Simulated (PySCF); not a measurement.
# CH₆O₂: field gradients at the nuclei

Aim: the electric field gradients and quadrupole couplings of CH₆O₂ at several levels. Each job file holds the settings and the coordinates that a driver script hands to the program.

Method: the levels named in each step, in PySCF 2.14.0, density-fitted response routines.

**1. The structure to begin with**

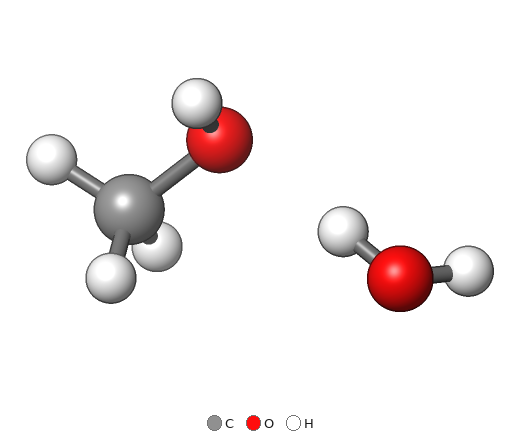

Start, viewed from a chosen angle; carbon grey, oxygen red, hydrogen white.

As a file:

```xyz
9

C     0.9128    1.1104   -0.7636
O     0.7327    0.4067    0.4475
O    -1.5033   -1.3499    0.2259
H    -0.0396    1.4797   -1.1538
H     1.6031    1.9489   -0.6389
H     1.3372    0.4025   -1.4725
H     0.3843    1.0116    1.1119
H    -0.6855   -0.8330    0.2727
H    -1.2436   -2.2700    0.2914
```

**2. Geometry, PBE0-D3(BJ)/def2-TZVP**

job.txt reads:

```
{"job": {"xc": "PBE0", "basis": "def2-TZVP", "d3": "d3bj", "grid": 2, "kind": "geom"}, "charge": 0, "multiplicity": 1}
C      0.912760     1.110400    -0.763630
O      0.732670     0.406700     0.447500
O     -1.503290    -1.349870     0.225880
H     -0.039640     1.479730    -1.153810
H      1.603090     1.948910    -0.638870
H      1.337200     0.402500    -1.472510
H      0.384270     1.011570     1.111890
H     -0.685540    -0.833020     0.272660
H     -1.243580    -2.270000     0.291400
```

The log of the run:

```text
step   0  E = -192.02663812  max force = 0.006002
step   1  E = -192.02676149  max force = 0.000610
step   2  E = -192.02677527  max force = 0.000335
optimisation converged
```

Run time: 14 s. Hardware: 4 threads of Arm Neoverse N1, shared host; peak memory 0.52 GiB.

It ended at:

```xyz
9

C     0.9064    1.1117   -0.7633
O     0.7264    0.4094    0.4539
O    -1.5020   -1.3449    0.2219
H    -0.0415    1.4851   -1.1643
H     1.6044    1.9470   -0.6469
H     1.3296    0.4059   -1.4773
H     0.3866    1.0183    1.1138
H    -0.6718   -0.8491    0.2957
H    -1.2494   -2.2677    0.2797
```

**3. Field gradients, PBE0/pcJ-2**

job.txt reads:

```
{"job": {"kind": "efgt", "xc": "PBE0", "basis": "pcJ-2"}, "charge": 0, "multiplicity": 1}
C      0.906393     1.111730    -0.763297
O      0.726414     0.409415     0.453917
O     -1.501974    -1.344860     0.221909
H     -0.041508     1.485051    -1.164338
H      1.604426     1.947000    -0.646877
H      1.329550     0.405904    -1.477257
H      0.386633     1.018250     1.113846
H     -0.671832    -0.849099     0.295664
H     -1.249383    -2.267701     0.279654
```

The log of the run:

```text
coarse grid: 6984 points
cycle   1  E = -191.9188351835  dE =  5.785e-02  |g| = 8.578e-01  |ddm| = 1.553e+00
cycle   2  E = -191.7756405510  dE =  1.432e-01  |g| = 1.254e+00  |ddm| = 9.868e-01
cycle   3  E = -192.0472246986  dE = -2.716e-01  |g| = 5.110e-02  |ddm| = 6.096e-01
cycle   4  E = -192.0476275313  dE = -4.028e-04  |g| = 1.876e-02  |ddm| = 2.704e-02
cycle   5  E = -192.0476974317  dE = -6.990e-05  |g| = 6.081e-03  |ddm| = 1.089e-02
cycle   6  E = -192.0477049406  dE = -7.509e-06  |g| = 8.044e-04  |ddm| = 2.693e-03
final grid: 101136 points
cycle   7  E = -192.0370156719  dE = -1.344e-04  |g| = 8.546e-03  |ddm| = 3.361e-02
cycle   8  E = -192.0370058310  dE =  9.841e-06  |g| = 1.123e-02  |ddm| = 7.257e-03
cycle   9  E = -192.0370278142  dE = -2.198e-05  |g| = 1.066e-03  |ddm| = 4.408e-03
cycle  10  E = -192.0370279743  dE = -1.601e-07  |g| = 4.689e-04  |ddm| = 6.928e-04
cycle  11  E = -192.0370280197  dE = -4.537e-08  |g| = 6.120e-05  |ddm| = 2.285e-04
cycle  12  E = -192.0370280201  dE = -4.782e-10  |g| = 2.751e-05  |ddm| = 3.482e-05
converged SCF energy = -192.0370280201

Field-gradient tensors (au): xx yy zz xy xz yz
  0 C    -0.18021   -0.06935    0.24956    0.05115   -0.06794   -0.25160
  1 O    -1.47698    0.03972    1.43726   -0.34198   -0.92724   -0.09356
  2 O     0.18596    1.39513   -1.58109    0.34698    0.17631   -0.06160
  3 H     0.17145   -0.09440   -0.07705   -0.12103    0.12232   -0.05861
  4 H     0.02195    0.09886   -0.12081    0.20401    0.03072    0.03129
  5 H    -0.08644    0.03933    0.04711   -0.10740   -0.11109    0.17115
  6 H    -0.16857    0.05578    0.11279   -0.15440   -0.17598    0.28038
  7 H     0.23404   -0.01488   -0.21916    0.24914    0.04040    0.02035
  8 H    -0.17020    0.43047   -0.26027   -0.16059    0.01517   -0.04030
```

It took 12 s on 4 threads of Arm Neoverse N1, shared host; peak memory 0.98 GiB.

**4. Field gradients, PBE/def2-TZVPP**

job.txt, as its differences from that of step 3:

```diff
@@ -1,2 +1,2 @@
-{"job": {"kind": "efgt", "xc": "PBE0", "basis": "pcJ-2"}, "charge": 0, "multiplicity": 1}
+{"job": {"kind": "efgt", "xc": "PBE", "basis": "def2-TZVPP"}, "charge": 0, "multiplicity": 1}
 C      0.906393     1.111730    -0.763297
```

The log of the run:

```text
coarse grid: 6984 points
cycle   1  E = -191.8383758429  dE =  1.438e-01  |g| = 1.024e+00  |ddm| = 1.873e+00
cycle   2  E = -191.2954538281  dE =  5.429e-01  |g| = 1.975e+00  |ddm| = 1.971e+00
cycle   3  E = -192.0241918128  dE = -7.287e-01  |g| = 1.038e-01  |ddm| = 1.513e+00
cycle   4  E = -192.0254406227  dE = -1.249e-03  |g| = 7.159e-02  |ddm| = 8.834e-02
cycle   5  E = -192.0265522917  dE = -1.112e-03  |g| = 1.607e-02  |ddm| = 4.186e-02
cycle   6  E = -192.0265889025  dE = -3.661e-05  |g| = 6.706e-03  |ddm| = 9.982e-03
cycle   7  E = -192.0265966599  dE = -7.757e-06  |g| = 1.251e-03  |ddm| = 4.352e-03
final grid: 101136 points
cycle   8  E = -192.0215663002  dE = -8.113e-05  |g| = 1.268e-02  |ddm| = 6.171e-02
cycle   9  E = -192.0215054862  dE =  6.081e-05  |g| = 2.191e-02  |ddm| = 1.615e-02
cycle  10  E = -192.0215955559  dE = -9.007e-05  |g| = 2.143e-03  |ddm| = 1.076e-02
cycle  11  E = -192.0215963502  dE = -7.943e-07  |g| = 5.998e-04  |ddm| = 1.594e-03
cycle  12  E = -192.0215964224  dE = -7.223e-08  |g| = 1.589e-04  |ddm| = 4.074e-04
cycle  13  E = -192.0215964263  dE = -3.901e-09  |g| = 4.800e-05  |ddm| = 9.662e-05
cycle  14  E = -192.0215964267  dE = -3.947e-10  |g| = 5.205e-06  |ddm| = 2.985e-05
converged SCF energy = -192.0215964267

Field-gradient tensors (au): xx yy zz xy xz yz
  0 C    -0.17732   -0.06923    0.24655    0.05063   -0.06775   -0.24879
  1 O    -1.46443    0.06001    1.40442   -0.32442   -0.91513   -0.09168
  2 O     0.19406    1.40229   -1.59635    0.33708    0.18156   -0.06347
  3 H     0.17435   -0.09577   -0.07859   -0.12342    0.12535   -0.05989
  4 H     0.02272    0.10106   -0.12378    0.20779    0.03126    0.03167
  5 H    -0.08796    0.03995    0.04801   -0.10950   -0.11313    0.17459
  6 H    -0.17341    0.05615    0.11726   -0.15990   -0.18254    0.29210
  7 H     0.24561   -0.01725   -0.22835    0.26193    0.04236    0.02157
  8 H    -0.17803    0.44681   -0.26878   -0.16719    0.01550   -0.04183
```

It took 7.3 s on 4 threads of Arm Neoverse N1, shared host; peak memory 0.98 GiB.

**5. Field gradients, B3LYP/def2-TZVPP**

job.txt, as its differences from that of step 4:

```diff
@@ -1,2 +1,2 @@
-{"job": {"kind": "efgt", "xc": "PBE", "basis": "def2-TZVPP"}, "charge": 0, "multiplicity": 1}
+{"job": {"kind": "efgt", "xc": "B3LYP", "basis": "def2-TZVPP"}, "charge": 0, "multiplicity": 1}
 C      0.906393     1.111730    -0.763297
```

The log of the run:

```text
coarse grid: 6984 points
cycle   1  E = -192.1019437229  dE =  9.230e-02  |g| = 9.411e-01  |ddm| = 1.848e+00
cycle   2  E = -191.8729388560  dE =  2.290e-01  |g| = 1.477e+00  |ddm| = 1.335e+00
cycle   3  E = -192.2560259662  dE = -3.831e-01  |g| = 5.946e-02  |ddm| = 8.793e-01
cycle   4  E = -192.2565588899  dE = -5.329e-04  |g| = 2.928e-02  |ddm| = 4.162e-02
cycle   5  E = -192.2567321492  dE = -1.733e-04  |g| = 9.031e-03  |ddm| = 1.795e-02
cycle   6  E = -192.2567451739  dE = -1.302e-05  |g| = 2.624e-03  |ddm| = 4.666e-03
cycle   7  E = -192.2567463538  dE = -1.180e-06  |g| = 5.711e-04  |ddm| = 1.688e-03
final grid: 101136 points
cycle   8  E = -192.2537003696  dE = -6.194e-05  |g| = 4.639e-03  |ddm| = 4.861e-02
cycle   9  E = -192.2536985936  dE =  1.776e-06  |g| = 5.374e-03  |ddm| = 5.215e-03
cycle  10  E = -192.2537049062  dE = -6.313e-06  |g| = 5.510e-04  |ddm| = 2.855e-03
cycle  11  E = -192.2537049334  dE = -2.722e-08  |g| = 3.628e-04  |ddm| = 4.519e-04
cycle  12  E = -192.2537049564  dE = -2.292e-08  |g| = 3.378e-05  |ddm| = 1.999e-04
cycle  13  E = -192.2537049565  dE = -1.818e-10  |g| = 8.639e-06  |ddm| = 2.199e-05
converged SCF energy = -192.2537049565

Field-gradient tensors (au): xx yy zz xy xz yz
  0 C    -0.18412   -0.07305    0.25717    0.05303   -0.07047   -0.25903
  1 O    -1.49846    0.05534    1.44311   -0.34485   -0.94046   -0.07943
  2 O     0.19188    1.44093   -1.63280    0.34695    0.18403   -0.06525
  3 H     0.17138   -0.09422   -0.07716   -0.12129    0.12276   -0.05900
  4 H     0.02203    0.09923   -0.12126    0.20427    0.03081    0.03118
  5 H    -0.08652    0.03922    0.04730   -0.10757   -0.11127    0.17149
  6 H    -0.17176    0.05599    0.11577   -0.15802   -0.18024    0.28770
  7 H     0.24118   -0.01621   -0.22496    0.25719    0.04153    0.02101
  8 H    -0.17531    0.44113   -0.26583   -0.16497    0.01539   -0.04130
```

Run time: 6.1 s. Hardware: 4 threads of Arm Neoverse N1, shared host; peak memory 0.98 GiB.

**6. Field gradients, CAM-B3LYP/def2-TZVPP**

job.txt, as its differences from that of step 5:

```diff
@@ -1,2 +1,2 @@
-{"job": {"kind": "efgt", "xc": "B3LYP", "basis": "def2-TZVPP"}, "charge": 0, "multiplicity": 1}
+{"job": {"kind": "efgt", "xc": "CAM-B3LYP", "basis": "def2-TZVPP"}, "charge": 0, "multiplicity": 1}
 C      0.906393     1.111730    -0.763297
```

The log of the run:

```text
coarse grid: 6984 points
cycle   1  E = -192.0467598174  dE =  4.031e-02  |g| = 8.596e-01  |ddm| = 1.830e+00
cycle   2  E = -191.9906282871  dE =  5.613e-02  |g| = 1.065e+00  |ddm| = 9.386e-01
cycle   3  E = -192.1750630271  dE = -1.844e-01  |g| = 3.931e-02  |ddm| = 5.091e-01
cycle   4  E = -192.1753060170  dE = -2.430e-04  |g| = 1.098e-02  |ddm| = 2.194e-02
cycle   5  E = -192.1753215658  dE = -1.555e-05  |g| = 7.237e-03  |ddm| = 8.905e-03
cycle   6  E = -192.1753300966  dE = -8.531e-06  |g| = 1.059e-03  |ddm| = 3.419e-03
final grid: 101136 points
cycle   7  E = -192.1730119671  dE = -4.891e-05  |g| = 3.837e-03  |ddm| = 4.090e-02
cycle   8  E = -192.1730117698  dE =  1.973e-07  |g| = 4.088e-03  |ddm| = 4.189e-03
cycle   9  E = -192.1730145458  dE = -2.776e-06  |g| = 4.836e-04  |ddm| = 1.833e-03
cycle  10  E = -192.1730145781  dE = -3.231e-08  |g| = 2.256e-04  |ddm| = 3.831e-04
cycle  11  E = -192.1730145886  dE = -1.050e-08  |g| = 2.774e-05  |ddm| = 1.415e-04
cycle  12  E = -192.1730145888  dE = -1.532e-10  |g| = 1.381e-05  |ddm| = 2.730e-05
converged SCF energy = -192.1730145888

Field-gradient tensors (au): xx yy zz xy xz yz
  0 C    -0.18603   -0.07445    0.26048    0.05370   -0.07133   -0.26165
  1 O    -1.48933    0.04375    1.44558   -0.34166   -0.93612   -0.08382
  2 O     0.18218    1.43051   -1.61269    0.35001    0.18019   -0.06429
  3 H     0.17227   -0.09480   -0.07748   -0.12185    0.12329   -0.05934
  4 H     0.02212    0.09960   -0.12172    0.20532    0.03099    0.03130
  5 H    -0.08689    0.03944    0.04746   -0.10809   -0.11178    0.17231
  6 H    -0.17219    0.05619    0.11600   -0.15843   -0.18063    0.28855
  7 H     0.24159   -0.01649   -0.22510    0.25779    0.04158    0.02110
  8 H    -0.17596    0.44217   -0.26620   -0.16563    0.01537   -0.04141
```

Wall time 7 s (4 threads of Arm Neoverse N1, shared host); peak memory 0.98 GiB.

**7. Field gradients, HF/def2-TZVPP**

job.txt, as its differences from that of step 6:

```diff
@@ -1,2 +1,2 @@
-{"job": {"kind": "efgt", "xc": "CAM-B3LYP", "basis": "def2-TZVPP"}, "charge": 0, "multiplicity": 1}
+{"job": {"kind": "efgt", "xc": "HF", "basis": "def2-TZVPP"}, "charge": 0, "multiplicity": 1}
 C      0.906393     1.111730    -0.763297
```

The log of the run:

```text
final grid: 101136 points
cycle   1  E = -191.0845169346  dE = -5.759e-02  |g| = 6.243e-01  |ddm| = 1.776e+00
cycle   2  E = -191.1434666397  dE = -5.895e-02  |g| = 3.454e-01  |ddm| = 4.803e-01
cycle   3  E = -191.1624568219  dE = -1.899e-02  |g| = 4.558e-02  |ddm| = 1.588e-01
cycle   4  E = -191.1629923315  dE = -5.355e-04  |g| = 9.822e-03  |ddm| = 3.771e-02
cycle   5  E = -191.1630275354  dE = -3.520e-05  |g| = 2.831e-03  |ddm| = 1.149e-02
cycle   6  E = -191.1630304999  dE = -2.964e-06  |g| = 1.007e-03  |ddm| = 2.979e-03
cycle   7  E = -191.1630308964  dE = -3.965e-07  |g| = 3.058e-04  |ddm| = 1.221e-03
cycle   8  E = -191.1630309306  dE = -3.425e-08  |g| = 1.030e-04  |ddm| = 3.346e-04
cycle   9  E = -191.1630309345  dE = -3.870e-09  |g| = 1.529e-05  |ddm| = 1.202e-04
cycle  10  E = -191.1630309346  dE = -1.339e-10  |g| = 3.557e-06  |ddm| = 2.638e-05
converged SCF energy = -191.1630309346

Field-gradient tensors (au): xx yy zz xy xz yz
  0 C    -0.17790   -0.07420    0.25210    0.05250   -0.06920   -0.25014
  1 O    -1.54376    0.03370    1.51005   -0.38685   -0.97907   -0.06017
  2 O     0.18560    1.49620   -1.68180    0.37270    0.18671   -0.06635
  3 H     0.17645   -0.09719   -0.07926   -0.12500    0.12619   -0.06100
  4 H     0.02235    0.10228   -0.12463    0.21059    0.03155    0.03189
  5 H    -0.08902    0.04012    0.04890   -0.11059   -0.11462    0.17651
  6 H    -0.17265    0.05787    0.11478   -0.15834   -0.17964    0.28601
  7 H     0.23927   -0.01578   -0.22349    0.25275    0.04116    0.02040
  8 H    -0.17335    0.44002   -0.26667   -0.16559    0.01571   -0.04134
```

Wall time 1.5 s (4 threads of Arm Neoverse N1, shared host); peak memory 0.98 GiB.

**8. The levels side by side**

Largest principal value Vzz, in atomic units:

| atom | PBE0/pcJ-2 | PBE/def2-TZVPP | B3LYP/def2-TZVPP | CAM-B3LYP/def2-TZVPP | HF/def2-TZVPP |
| --- | --- | --- | --- | --- | --- |
| C1 | 0.4002 | 0.3956 | 0.4120 | 0.4166 | 0.4003 |
| O2 | -1.8148 | -1.7928 | -1.8393 | -1.8285 | -1.9083 |
| O3 | -1.6016 | -1.6177 | -1.6544 | -1.6338 | -1.7037 |
| H4 | 0.2709 | 0.2764 | 0.2714 | 0.2727 | 0.2794 |
| H5 | 0.2729 | 0.2782 | 0.2733 | 0.2747 | 0.2816 |
| H6 | 0.2796 | 0.2851 | 0.2801 | 0.2814 | 0.2883 |
| H7 | 0.4541 | 0.4717 | 0.4653 | 0.4666 | 0.4638 |
| H8 | 0.3914 | 0.4107 | 0.4035 | 0.4043 | 0.3982 |
| H9 | 0.4732 | 0.4913 | 0.4851 | 0.4863 | 0.4844 |
| CPU time | 16 s | 14 s | 7.8 s | 9.2 s | 2.2 s |

Couplings eQVzz/h in MHz (234.9647 × Q in barn × Vzz), with Q = -0.02558 (17O), 0.00285783 (2H):

| nucleus | PBE0/pcJ-2 | PBE/def2-TZVPP | B3LYP/def2-TZVPP | CAM-B3LYP/def2-TZVPP | HF/def2-TZVPP |
| --- | --- | --- | --- | --- | --- |
| 17O (atom 2) | 10.907 | 10.776 | 11.055 | 10.990 | 11.470 |
| 17O (atom 3) | 9.626 | 9.723 | 9.944 | 9.820 | 10.240 |
| 2H (atom 4) | 0.182 | 0.186 | 0.182 | 0.183 | 0.188 |
| 2H (atom 5) | 0.183 | 0.187 | 0.184 | 0.184 | 0.189 |
| 2H (atom 6) | 0.188 | 0.191 | 0.188 | 0.189 | 0.194 |
| 2H (atom 7) | 0.305 | 0.317 | 0.312 | 0.313 | 0.311 |
| 2H (atom 8) | 0.263 | 0.276 | 0.271 | 0.271 | 0.267 |
| 2H (atom 9) | 0.318 | 0.330 | 0.326 | 0.327 | 0.325 |

**9. Outcome**

```
                            quantity       value
coupling of 17O (atom 2), PBE0/pcJ-2  10.907 MHz
coupling of 17O (atom 3), PBE0/pcJ-2   9.626 MHz
 coupling of 2H (atom 4), PBE0/pcJ-2   0.182 MHz
 coupling of 2H (atom 5), PBE0/pcJ-2   0.183 MHz
 coupling of 2H (atom 6), PBE0/pcJ-2   0.188 MHz
```

**Reading.** The largest coupling, that of 17O, runs from 10.776 (PBE/def2-TZVPP) to 11.470 MHz (HF/def2-TZVPP). The gradients are non-relativistic, at the equilibrium geometry and in principal axes; measured couplings hold vibrational averaging and refer to the inertial axes. The def2 sets are stiff near the nuclei, which limits their accuracy.
